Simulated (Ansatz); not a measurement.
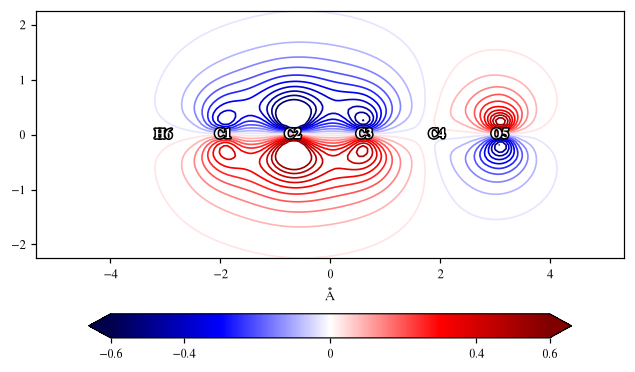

Figure 1: C4HO (SMILES [CH+]=C=C=C=O) (charge +1, triplet). The HOMO (β) on a plane that holds the molecular axis (values in Å⁻³ᐟ²; the overall sign is arbitrary).

Geometry: BLYP-D3(BJ)/def2-SVP; ⟨S²⟩ = 2.08, above the pure value of 2.00.

Method: isolated molecule in a Gaussian basis; Kohn-Sham density functional theory, functional PBE0 (Ansatz 0.2.0).

Input file:

```
crystal:
  periodic: [false, false, false]
  atoms:
    - symbol: C
      position_ang: [0.000000, 0.000000, -1.950037]
    - symbol: C
      position_ang: [0.000000, 0.000000, -0.678016]
    - symbol: C
      position_ang: [0.000000, 0.000000, 0.622212]
    - symbol: C
      position_ang: [0.000000, 0.000000, 1.943340]
    - symbol: O
      position_ang: [0.000000, 0.000000, 3.104086]
    - symbol: H
      position_ang: [0.000000, 0.000000, -3.041584]
basis:
  gaussian:
    orbitals: def2-TZVPD
total_charge: 1
magnetization:
  spin_polarized: true
  initial_magnetization: 2
hamiltonian:
  xc: {name: PBE0}
output:
  forces: true
  orbitals: {seedname: orbitals}
```

Run with:

```sh
ansatz run input.yaml --threads 2 --pin off --max-ram 4350MiB --events-out events.jsonl --progress --plain --runs-dir runs
```

**Where does this orbital lie, and at what energy?**

It lies mainly on C2 (about 45 %), C3 (about 25 %), C1 (about 20 %) and O5 (about 10 %). It is one of a degenerate set, so its orientation is arbitrary. Its energy is −16.25 eV.
